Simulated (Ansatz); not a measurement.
# TaN2H7ClO2F: molecular dynamics (part 5 of 5)

TaN2H7ClO2F; RKS PBE/def2-SVP (Ansatz 0.2.0). It belongs to a series of runs on one base structure; here: dynamics from the highest image of the converged band.

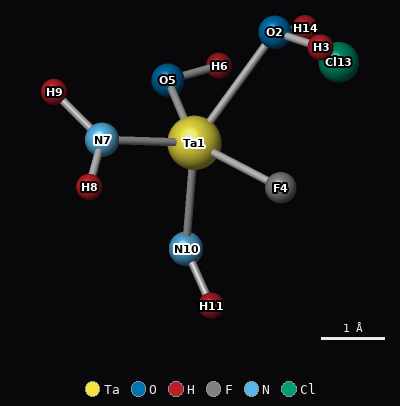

The geometry at step 178 of the log (ball-and-stick view, seen at a tilt; atoms are numbered from 1 in the order of the input).

Trajectory as extended XYZ, continued
```
14
Properties=species:S:1:pos:R:3:forces:R:3 step=152 time_fs=76.0 energy=-23960.09822 temperature=118.1
Ta   -0.2162   -0.1385    0.0953   -0.7372   0.0962   1.0977
O     1.9440    0.0129    0.0777    0.5439   0.6810   0.3305
H     2.3407    0.2080    0.9565   -0.1755   0.0671  -0.1520
F     0.1586    0.0202    1.9922    0.0250   0.0214  -0.3423
O     0.0539   -0.9870   -1.5171   -0.0872   0.3079  -0.8325
H     0.7130   -1.7356   -1.5307    0.5584  -0.7725  -0.0257
N    -0.8595    1.6812   -0.2760    0.8318  -1.5660   0.6045
H    -1.4162    2.1006    0.4248   -1.0390   0.7619   1.5761
H    -0.9333    2.2676   -1.0601    0.0744   0.9168  -2.0110
N    -1.7752   -1.2991    0.5030    0.3571   0.0211  -0.5620
H    -2.3476   -1.4133    1.3268   -0.2416   0.1286   0.7210
H    -1.8590   -2.1539   -0.0545   -0.1081  -0.0485  -0.1870
Cl    1.9084   -2.7597   -0.2301   -0.0047   0.0393  -0.0790
H     2.2490   -0.9716   -0.1073    0.0026  -0.6542  -0.1383
14
Properties=species:S:1:pos:R:3:forces:R:3 step=156 time_fs=78.0 energy=-23960.19098 temperature=176.7
Ta   -0.2171   -0.1379    0.0948   -0.5122  -0.0809   1.0138
O     1.9493    0.0113    0.0856    0.2457   0.5228  -0.3300
H     2.3404    0.1899    0.9547    0.0945   0.1774   0.4455
F     0.1655    0.0225    1.9896    0.0131   0.0067  -0.2639
O     0.0570   -0.9903   -1.5139    0.6362  -0.5608  -0.9022
H     0.7238   -1.7825   -1.5277   -0.1609   0.1726   0.1335
N    -0.8625    1.6709   -0.2691   -0.4445   1.1292  -0.4143
H    -1.4472    2.1104    0.4621    0.1354  -0.0124  -0.1343
H    -0.9047    2.2797   -1.1222    0.1055  -0.7555   0.6334
N    -1.7725   -1.2967    0.4971   -0.3430  -0.9347  -0.1348
H    -2.3401   -1.4190    1.3534    0.3285   0.1890  -0.2131
H    -1.8374   -2.1802   -0.0639   -0.0969   0.7572   0.3931
Cl    1.9042   -2.7563   -0.2310   -0.0105  -0.0525  -0.1496
H     2.2477   -0.9702   -0.1216    0.0091  -0.5581  -0.0771
14
Properties=species:S:1:pos:R:3:forces:R:3 step=159 time_fs=79.5 energy=-23960.09697 temperature=117.6
Ta   -0.2177   -0.1375    0.0945   -0.2942  -0.1688   0.9107
O     1.9538    0.0110    0.0910    0.2317   0.2331  -0.4955
H     2.3416    0.1804    0.9627    0.1135   0.1401   0.4656
F     0.1706    0.0242    1.9872   -0.0065  -0.0091  -0.2020
O     0.0603   -0.9935   -1.5129    0.9458  -0.9847  -0.8838
H     0.7298   -1.8158   -1.5224   -0.4934   0.6773   0.2158
N    -0.8653    1.6647   -0.2645   -1.0799   2.2568  -0.5135
H    -1.4703    2.1197    0.4915    0.8410  -0.4738  -1.1581
H    -0.8808    2.2745   -1.1601   -0.0086  -1.2732   1.6911
N    -1.7710   -1.2964    0.4924   -0.5904  -0.9799   0.3413
H    -2.3279   -1.4188    1.3706    0.5495   0.2004  -0.6516
H    -1.8237   -2.1833   -0.0628   -0.1485   0.7216   0.4081
Cl    1.9010   -2.7538   -0.2317    0.0046  -0.1085  -0.1934
H     2.2469   -0.9832   -0.1343   -0.0648  -0.2313   0.0653
14
Properties=species:S:1:pos:R:3:forces:R:3 step=163 time_fs=81.5 energy=-23960.16207 temperature=158.7
Ta   -0.2187   -0.1370    0.0944    0.0104  -0.2260   0.7873
O     1.9603    0.0110    0.0974    0.4148  -0.0137  -0.1075
H     2.3460    0.1718    0.9862   -0.1307  -0.0315  -0.1329
F     0.1775    0.0265    1.9837   -0.0574  -0.0320  -0.1574
O     0.0666   -0.9998   -1.5134    0.8630  -0.9543  -0.7524
H     0.7217   -1.8377   -1.5085   -0.4932   0.7827   0.1826
N    -0.8716    1.6616   -0.2594   -0.9031   1.6841  -0.0873
H    -1.4740    2.1171    0.4929    0.7764  -0.3682  -1.1845
H    -0.8496    2.2276   -1.1568   -0.1530  -0.7196   1.2147
N    -1.7704   -1.2981    0.4870   -0.2719  -0.0642   0.6082
H    -2.2945   -1.4121    1.3733    0.2746   0.1107  -0.3368
H    -1.8107   -2.1668   -0.0497   -0.2410  -0.1591  -0.1146
Cl    1.8968   -2.7505   -0.2329    0.0496  -0.1641  -0.1818
H     2.2435   -1.0071   -0.1484   -0.1383   0.1553   0.2622
14
Properties=species:S:1:pos:R:3:forces:R:3 step=167 time_fs=83.5 energy=-23960.19000 temperature=176.2
Ta   -0.2197   -0.1366    0.0944    0.2819  -0.2768   0.6863
O     1.9678    0.0110    0.1035    0.3904  -0.1026   0.1075
H     2.3458    0.1623    1.0057   -0.2481  -0.1166  -0.4634
F     0.1843    0.0288    1.9799   -0.1237  -0.0545  -0.1561
O     0.0749   -1.0083   -1.5157    0.2591  -0.2106  -0.5583
H     0.6961   -1.8317   -1.4879   -0.0136   0.1979   0.0300
N    -0.8801    1.6626   -0.2545    0.2194  -0.8534   0.8548
H    -1.4515    2.1030    0.4536   -0.4201   0.5725   0.2583
H    -0.8237    2.1566   -1.1136   -0.0827   0.8790  -1.2397
N    -1.7704   -1.3000    0.4830    0.3707   0.7780   0.1279
H    -2.2516   -1.4014    1.3653   -0.3220  -0.0460   0.6087
H    -1.8068   -2.1558   -0.0407   -0.2924  -0.8537  -0.5227
Cl    1.8926   -2.7474   -0.2342    0.1051  -0.2065  -0.0881
H     2.2350   -1.0259   -0.1528   -0.1239   0.2932   0.3547
14
Properties=species:S:1:pos:R:3:forces:R:3 step=170 time_fs=85.0 energy=-23960.10616 temperature=123.8
Ta   -0.2204   -0.1363    0.0945    0.4392  -0.3510   0.5887
O     1.9740    0.0109    0.1082    0.1566  -0.1396  -0.1596
H     2.3399    0.1524    1.0098   -0.1237  -0.0689  -0.2034
F     0.1892    0.0304    1.9768   -0.1630  -0.0718  -0.1510
O     0.0816   -1.0150   -1.5184   -0.3870   0.6592  -0.4348
H     0.6756   -1.8211   -1.4713    0.5402  -0.5451  -0.0608
N    -0.8863    1.6624   -0.2495    0.9886  -2.0539   0.7062
H    -1.4422    2.1045    0.4270   -1.2806   1.2664   1.2718
H    -0.8065    2.1207   -1.1050    0.0161   1.3950  -2.1609
N    -1.7698   -1.3002    0.4804    0.4756   0.4302  -0.2978
H    -2.2258   -1.3941    1.3717   -0.4497  -0.1135   0.7960
H    -1.8111   -2.1666   -0.0456   -0.2792  -0.4395  -0.2349
Cl    1.8895   -2.7453   -0.2353    0.1351  -0.2441  -0.0020
H     2.2256   -1.0330   -0.1475   -0.0683   0.2765   0.3424
14
Properties=species:S:1:pos:R:3:forces:R:3 step=174 time_fs=87.0 energy=-23960.20250 temperature=184.0
Ta   -0.2212   -0.1360    0.0948    0.5637  -0.5068   0.3425
O     1.9825    0.0104    0.1139   -0.1895  -0.1411  -0.6874
H     2.3288    0.1375    1.0108    0.1237   0.0545   0.4003
F     0.1955    0.0324    1.9725   -0.1802  -0.0955  -0.0897
O     0.0897   -1.0226   -1.5228   -0.7349   1.1739  -0.2729
H     0.6671   -1.8262   -1.4512    0.7909  -0.8745  -0.0843
N    -0.8924    1.6578   -0.2416    0.4205  -0.1666  -0.6095
H    -1.4683    2.1456    0.4284   -0.4561   0.5995   0.2213
H    -0.7842    2.1136   -1.1544   -0.2255   0.2305   0.1287
N    -1.7681   -1.2997    0.4763   -0.0329  -0.5784   0.0449
H    -2.2046   -1.3880    1.4028   -0.0485  -0.0886  -0.1064
H    -1.8259   -2.1920   -0.0577   -0.2098   0.5257   0.3947
Cl    1.8856   -2.7426   -0.2368    0.1435  -0.3289   0.0738
H     2.2110   -1.0335   -0.1293    0.0350   0.1962   0.2439
14
Properties=species:S:1:pos:R:3:forces:R:3 step=178 time_fs=89.0 energy=-23960.12666 temperature=136.4
Ta   -0.2219   -0.1357    0.0951    0.5887  -0.6953  -0.0577
O     1.9907    0.0096    0.1182   -0.2049   0.0229  -0.4661
H     2.3214    0.1244    1.0248    0.0841   0.0975   0.3197
F     0.2014    0.0342    1.9680   -0.1666  -0.1186   0.0224
O     0.0961   -1.0275   -1.5279   -0.2458   0.5318   0.0242
H     0.6861   -1.8608   -1.4342    0.2323  -0.0165  -0.0792
N    -0.8974    1.6528   -0.2350   -0.6421   1.9305  -0.9332
H    -1.5108    2.2080    0.4377    0.8463  -0.6340  -1.1903
H    -0.7703    2.1169   -1.2020   -0.4398  -0.5873   1.7976
N    -1.7665   -1.3006    0.4724   -0.4116  -0.8224   0.7625
H    -2.1856   -1.3852    1.4305    0.2461  -0.0369  -0.8566
H    -1.8488   -2.1998   -0.0563   -0.1507   0.7023   0.4861
Cl    1.8818   -2.7403   -0.2381    0.1162  -0.4499   0.0838
H     2.1978   -1.0265   -0.1019    0.1478   0.0759   0.0868
14
Properties=species:S:1:pos:R:3:forces:R:3 step=181 time_fs=90.5 energy=-23960.12254 temperature=133.8
Ta   -0.2224   -0.1357    0.0954    0.5564  -0.8199  -0.3877
O     1.9965    0.0090    0.1207   -0.0607   0.2310   0.1408
H     2.3180    0.1169    1.0433   -0.0944   0.0888  -0.1630
F     0.2056    0.0354    1.9646   -0.1537  -0.1356   0.1050
O     0.1005   -1.0303   -1.5317    0.1005   0.0840   0.2897
H     0.7077   -1.8893   -1.4235   -0.1576   0.5987  -0.0647
N    -0.9021    1.6521   -0.2318   -0.8623   2.1824  -0.7109
H    -1.5249    2.2423    0.4188    1.0539  -0.9526  -1.2714
H    -0.7703    2.1069   -1.1972   -0.3917  -0.5434   1.6140
N    -1.7659   -1.3027    0.4707   -0.2848  -0.2994   0.9947
H    -2.1661   -1.3842    1.4321    0.1470  -0.0228  -0.6880
H    -1.8699   -2.1890   -0.0437   -0.1613   0.1795   0.1186
Cl    1.8790   -2.7389   -0.2391    0.0869  -0.5350   0.0696
H     2.1914   -1.0192   -0.0788    0.2219  -0.0558  -0.0468
14
Properties=species:S:1:pos:R:3:forces:R:3 step=185 time_fs=92.5 energy=-23960.18151 temperature=170.5
Ta   -0.2229   -0.1357    0.0956    0.4858  -0.9063  -0.7414
O     2.0041    0.0088    0.1243   -0.0011   0.4256   0.6144
H     2.3101    0.1100    1.0616   -0.1967   0.1249  -0.4866
F     0.2109    0.0368    1.9603   -0.1490  -0.1568   0.1754
O     0.1066   -1.0338   -1.5361    0.2248  -0.0134   0.5776
H     0.7309   -1.9070   -1.4113   -0.3492   0.8873  -0.0597
N    -0.9103    1.6560   -0.2289   -0.2804   0.5509   0.1960
H    -1.5119    2.2587    0.3551    0.1662  -0.2805  -0.1283
H    -0.7821    2.0785   -1.1443   -0.0109   0.2867  -0.4764
N    -1.7657   -1.3060    0.4708    0.2717   0.6044   0.5766
H    -2.1369   -1.3836    1.4152   -0.2852  -0.0382   0.3637
H    -1.9037   -2.1716   -0.0249   -0.2236  -0.6513  -0.4811
Cl    1.8754   -2.7376   -0.2403    0.0735  -0.6044   0.0761
H     2.1903   -1.0119   -0.0501    0.2740  -0.2287  -0.2062
14
Properties=species:S:1:pos:R:3:forces:R:3 step=189 time_fs=94.5 energy=-23960.07048 temperature=100.8
Ta   -0.2233   -0.1360    0.0957    0.4377  -0.8829  -0.9118
O     2.0116    0.0095    0.1293   -0.1750   0.3448   0.2711
H     2.2955    0.1081    1.0638   -0.0429   0.2240  -0.0671
F     0.2159    0.0378    1.9563   -0.1577  -0.1730   0.2020
O     0.1131   -1.0372   -1.5391    0.0390   0.3292   0.6974
H     0.7416   -1.8922   -1.4016   -0.2483   0.6584  -0.1036
N    -0.9191    1.6612   -0.2256    0.8810  -1.6203   0.4942
H    -1.4949    2.2671    0.2885   -1.2989   1.0680   1.4253
H    -0.7940    2.0608   -1.1100    0.3841   0.9284  -2.3432
N    -1.7648   -1.3079    0.4723    0.4285   0.3316  -0.0808
H    -2.1178   -1.3845    1.4107   -0.4871  -0.0373   0.9301
H    -1.9456   -2.1751   -0.0222   -0.1186  -0.3153  -0.3676
Cl    1.8719   -2.7369   -0.2415    0.1170  -0.6148   0.1441
H     2.1996   -1.0128   -0.0291    0.2412  -0.2409  -0.2900
14
Properties=species:S:1:pos:R:3:forces:R:3 step=193 time_fs=96.5 energy=-23960.16909 temperature=162.3
Ta   -0.2236   -0.1364    0.0956    0.4345  -0.7987  -0.9062
O     2.0187    0.0110    0.1348   -0.3447   0.0679  -0.2852
H     2.2794    0.1147    1.0637    0.1328   0.2775   0.4491
F     0.2206    0.0385    1.9528   -0.1700  -0.1797   0.2203
O     0.1197   -1.0398   -1.5405   -0.4262   1.0158   0.6105
H     0.7437   -1.8536   -1.3958    0.1355  -0.0033  -0.1425
N    -0.9259    1.6629   -0.2214    0.5051  -0.0183  -0.9015
H    -1.5199    2.3088    0.2686   -0.5988   0.2880   0.8055
H    -0.7936    2.0728   -1.1512    0.1382  -0.0336  -0.3227
N    -1.7629   -1.3091    0.4739   -0.1680  -0.6235   0.3279
H    -2.1155   -1.3866    1.4367   -0.1286   0.0347  -0.0047
H    -1.9914   -2.1888   -0.0322    0.1530   0.6068   0.1643
Cl    1.8685   -2.7368   -0.2424    0.2050  -0.5823   0.2453
H     2.2178   -1.0223   -0.0188    0.1322  -0.0514  -0.2602
14
Properties=species:S:1:pos:R:3:forces:R:3 step=196 time_fs=98.0 energy=-23960.10626 temperature=122.9
Ta   -0.2237   -0.1369    0.0954    0.4255  -0.7157  -0.8522
O     2.0236    0.0123    0.1387   -0.3154  -0.0944  -0.2305
H     2.2700    0.1264    1.0732    0.1124   0.2119   0.2979
F     0.2239    0.0388    1.9504   -0.1791  -0.1788   0.2396
O     0.1240   -1.0403   -1.5406   -0.8355   1.5667   0.4796
H     0.7479   -1.8232   -1.3949    0.5030  -0.5698  -0.1324
N    -0.9300    1.6638   -0.2196   -0.3498   1.7749  -1.4891
H    -1.5556    2.3494    0.2757    0.5653  -0.9612  -0.1941
H    -0.7891    2.0838   -1.1960   -0.1160  -0.6744   1.2749
N    -1.7617   -1.3109    0.4757   -0.5245  -0.8660   0.9036
H    -2.1179   -1.3875    1.4586    0.1447   0.0837  -0.7382
H    -2.0227   -2.1865   -0.0371    0.2669   0.8266   0.3127
Cl    1.8661   -2.7372   -0.2430    0.2710  -0.5446   0.2994
H     2.2350   -1.0311   -0.0176    0.0316   0.1411  -0.1714
14
Properties=species:S:1:pos:R:3:forces:R:3 step=200 time_fs=100.0 energy=-23960.06005 temperature=93.8
Ta   -0.2239   -0.1376    0.0950    0.3371  -0.5844  -0.8099
O     2.0294    0.0138    0.1434   -0.1789  -0.1618   0.2488
H     2.2608    0.1483    1.0932   -0.0102   0.0269  -0.3373
F     0.2280    0.0389    1.9477   -0.1856  -0.1741   0.2732
O     0.1280   -1.0375   -1.5397   -0.8958   1.6650   0.4131
H     0.7702   -1.8019   -1.3982    0.5395  -0.6895  -0.1268
N    -0.9364    1.6693   -0.2207   -0.6763   2.1459  -1.3869
H    -1.5837    2.3707    0.2782    1.0812  -1.4788  -0.6332
H    -0.7871    2.0764   -1.2137   -0.2166  -0.7137   1.6228
N    -1.7612   -1.3152    0.4802   -0.3360  -0.2491   1.2064
H    -2.1166   -1.3859    1.4638    0.1573   0.0824  -0.7382
H    -2.0560   -2.1581   -0.0346    0.1417   0.2692  -0.0157
Cl    1.8632   -2.7382   -0.2435    0.3264  -0.4973   0.2978
H     2.2586   -1.0375   -0.0213   -0.0838   0.3594  -0.0142
```

This output came from the following input.

The input
```yaml
crystal:
  periodic: [false, false, false]
  atoms:
    - { symbol: Ta, position_ang: [-0.229094, -0.148683, 0.102522] }
    - { symbol: O, position_ang: [1.964568, 0.034529, 0.118007] }
    - { symbol: H, position_ang: [2.299984, 0.225003, 1.017908] }
    - { symbol: F, position_ang: [0.166522, -0.084745, 1.986722] }
    - { symbol: O, position_ang: [0.084416, -0.998304, -1.540379] }
    - { symbol: H, position_ang: [0.742404, -1.783239, -1.495357] }
    - { symbol: "N", position_ang: [-0.829631, 1.661427, -0.379167] }
    - { symbol: H, position_ang: [-1.614657, 2.177621, 0.029314] }
    - { symbol: H, position_ang: [-0.455191, 2.156549, -1.197017] }
    - { symbol: "N", position_ang: [-1.882814, -1.114568, 0.6045] }
    - { symbol: H, position_ang: [-2.151765, -1.285113, 1.579771] }
    - { symbol: H, position_ang: [-2.423616, -1.716437, -0.026589] }
    - { symbol: Cl, position_ang: [1.980639, -2.734415, -0.26813] }
    - { symbol: H, position_ang: [2.237834, -1.005526, -0.065309] }
basis:
  gaussian: { orbitals: def2-SVP }
hamiltonian:
  xc: pbe
md:
  timestep: 0.5
  n_steps: 200
  ensemble: nve
  temperature: 300.0
  initial_velocities: maxwell_boltzmann
  seed: 3674
```

Launched with:
```bash
ansatz run input.yaml --threads 4 --pin off --max-ram 5120MiB --backend cpu --events-out ev --progress --plain --runs-dir out
```

Summary

| quantity | value |
| --- | --- |
| outcome | finished |
| mean temperature over the second half | 146 K |
| trajectory | 200 steps, 100 fs |
| ensemble | nve |
| temperature in the input | 300.0 K |
| time step | 0.5 fs |
| potential energy (last step) | −23960.0601 eV |
| mean-field energy (last step) | −23960.0601 eV |
| largest force (length of the vector) (last step) | 2.643 eV/Å |
| hardware | 4 threads of AMD EPYC (Zen 5), 32 GiB of memory available, shared host |
| wall time | 3 min (CPU time 11 min) |
| peak memory | 0.26 GiB |

So short a trajectory is not equilibrated.
